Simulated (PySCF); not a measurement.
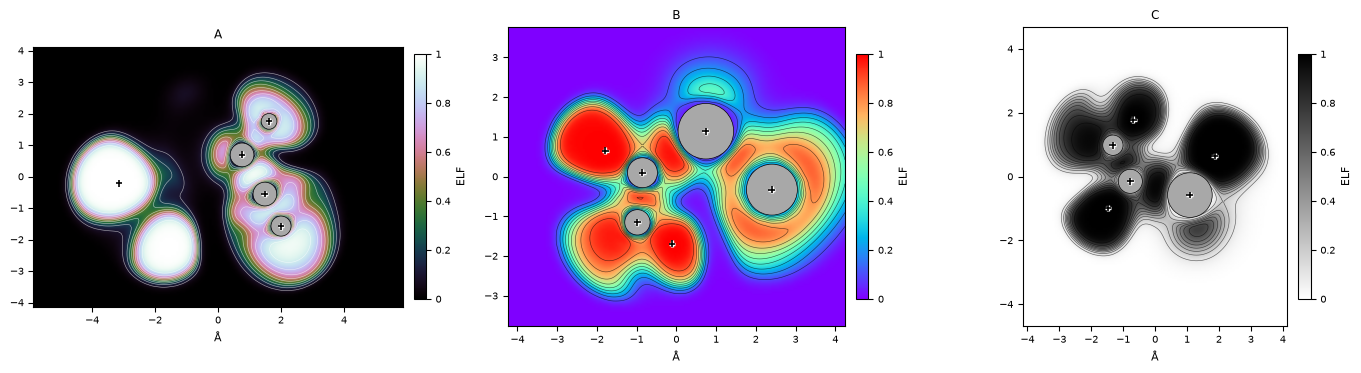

The electron localisation function of 3 systems, each on a plane through atoms (crosses mark nuclei in the plane; grey discs cover the cores).

These are results of PySCF, CAM-B3LYP/def2-SVPD, SCF density, gas phase, not measurements.

System 1: CH$_{6}$NPSi, the plane of atoms N1, C2 and H6. Geometry: GFN2-xTB.

```yaml
atoms:
  - { symbol: N, position_ang: [-1.9095, -1.1760, -0.0155] }
  - { symbol: C, position_ang: [-0.9643, -0.5882, -0.5984] }
  - { symbol: Si, position_ang: [0.0311, 0.9437, -0.0227] }
  - { symbol: P, position_ang: [2.0913, 0.3454, 0.6327] }
  - { symbol: H, position_ang: [-2.2051, -0.7598, 0.8678] }
  - { symbol: H, position_ang: [-0.6626, -1.0499, -1.5398] }
  - { symbol: H, position_ang: [0.1507, 1.8768, -1.1443] }
  - { symbol: H, position_ang: [-0.6533, 1.5460, 1.1258] }
  - { symbol: H, position_ang: [2.4231, -0.2869, -0.5533] }
  - { symbol: H, position_ang: [1.7074, -0.8464, 1.2253] }
```

System 2: CH$_{4}$BrNSi (SMILES [H]/N=C\[SiH2]Br), the plane of atoms C2, Si3 and Br4. Geometry: GFN2-xTB.

```yaml
atoms:
  - { symbol: N, position_ang: [1.8504, 0.0865, 0.0078] }
  - { symbol: C, position_ang: [0.8133, -0.6192, -0.0056] }
  - { symbol: Si, position_ang: [-1.0138, -0.0694, -0.0085] }
  - { symbol: Br, position_ang: [-0.9568, 2.1485, 0.0060] }
  - { symbol: H, position_ang: [1.7027, 1.0980, 0.0190] }
  - { symbol: H, position_ang: [0.9917, -1.6939, -0.0176] }
  - { symbol: H, position_ang: [-1.6860, -0.4629, -1.2362] }
  - { symbol: H, position_ang: [-1.6924, -0.4782, 1.2105] }
```

System 3: C$_{2}$H$_{6}$F$_{2}$N$_{2}$Si$_{2}$ (SMILES N#CC(F)(F)[SiH2][SiH2]N), the plane of atoms C2, C3 and F5. Geometry: GFN2-xTB.

```xyz
14

N    -2.2878    2.2895    0.9247
C    -2.2477    1.1936    0.5985
C    -2.0549   -0.1507    0.1182
F    -2.0197   -1.0370    1.1684
F    -3.1059   -0.5448   -0.6620
Si   -0.3818   -0.3241   -0.9012
Si    1.3460   -0.1930    0.6316
N     2.7510   -0.1603   -0.3647
H    -0.6422   -1.5877   -1.5973
H    -0.5496    0.7358   -1.9065
H     1.5228   -1.3938    1.4511
H     1.1771    0.9535    1.5461
H     3.6515   -0.3168    0.0587
H     2.8405    0.5353   -1.0878
```

Match each panel to its system.

Answer. Panel A is system 3, C$_{2}$H$_{6}$F$_{2}$N$_{2}$Si$_{2}$: the plane holds N, C, F and H. C–N (1.14 Å): the ELF peaks at about 0.90 between the atoms; a short, multiple covalent bond. Panel B is system 2, CH$_{4}$BrNSi: the plane holds N, C, Si, Br and H. C–N (1.25 Å): the ELF peaks at about 0.90 between the atoms; a short, multiple covalent bond. Panel C is system 1, CH$_{6}$NPSi: the plane holds N, C, Si and H. C–N (1.26 Å): the ELF peaks at about 0.90 between the atoms: a multiple bond.
